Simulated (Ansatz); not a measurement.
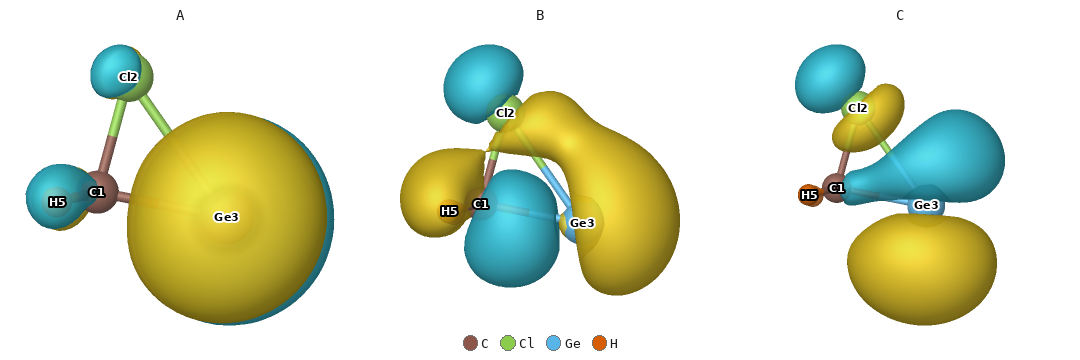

The picture shows: CH$_{2}$ClGe (SMILES [CH2]1[Cl]->[Ge]1) (doublet). Three frontier orbitals at ±0.08 Å⁻³ᐟ² (yellow and cyan are the two phases), in no order.

Geometry: B3LYP/6-31G*.

Method: isolated molecule in a Gaussian basis; Kohn-Sham density functional theory, functional PBE0 (Ansatz 0.2.0).

| atom | x (Å) | y (Å) | z (Å) |
| --- | --- | --- | --- |
| C | -0.8604 | -0.1270 | 0.0560 |
| Cl | 0.4128 | 1.1707 | -0.3142 |
| Ge | 0.7265 | -1.3692 | 0.4135 |
| H | -1.4564 | -0.2513 | -0.8482 |
| H | -1.4583 | 0.2459 | 0.8877 |

**Which picture is the HOMO−1, the HOMO and the LUMO? All are α orbitals.**

B is the HOMO−1 (α) (−7.66 eV). By Hirshfeld shares it lies mainly on Ge3 (about 45 %), C1 (about 35 %) and Cl2 (about 15 %). A is the HOMO (α) (−4.96 eV). It lies mainly on Ge3 (about 90 %). C is the LUMO (α) (−2.27 eV). It lies mainly on Ge3 (about 80 %) and Cl2 (about 15 %).

**What is the gap between the highest occupied and lowest empty α orbitals?**

2.69 eV between the orbital energies.
